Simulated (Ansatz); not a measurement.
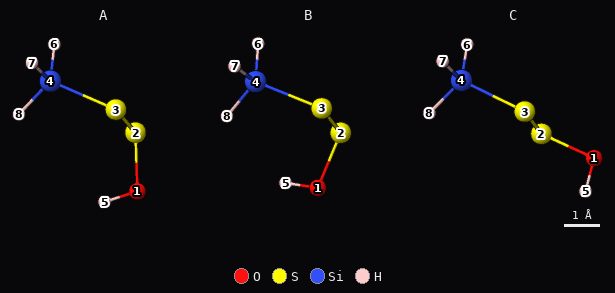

3 geometries from a converged minimum-energy path of SiH4S2O, shuffled. The picture is a ball-and-stick view, seen at a tilt.

These are results of Ansatz, RKS B3LYP-D4/STO-3G, not measurements. Settings: 5 movable images; climbing image; force threshold 0.05 eV/Å; iteration limit 60; starting path through a guess of the saddle point.

**One of them is the converged climbing image. Which?**

C. In order along the path, whose images run from 0 to 6: C (image 3, +22.8 kJ/mol), A (image 5, +7.9 kJ/mol), B (image 6, +3.5 kJ/mol). The motion is a rotation about the S2–S3 bond by about 190°. No bond forms or breaks between the ends. Bond angles that change up to the highest image, for instance: S2–S3–Si4 99.7° → 95.7°, O1–S2–S3 100.5° → 98.0°.

Limits of the set-up: STO-3G is a minimal basis, so the numbers are rough.
